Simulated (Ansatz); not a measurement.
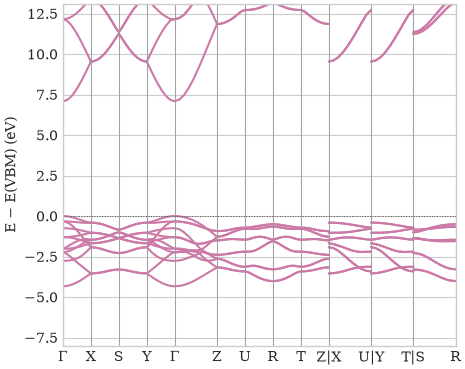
Band structure from LDA in the plane-wave PAW code Ansatz

**Question.** Read off the gap and where the band edges lie.

**Answer.** About 7.1 eV (7.09 eV by a search for the band edges); maximum at Γ, minimum at Γ.

The material is MgF2 (rutile, P4_2/mnm).

Symmetry was held in the LDA relaxation. Point labels and valley counts follow the cell and symmetry of the run, lower than the named group.

Potentials: the later of the program's two PAW sets.
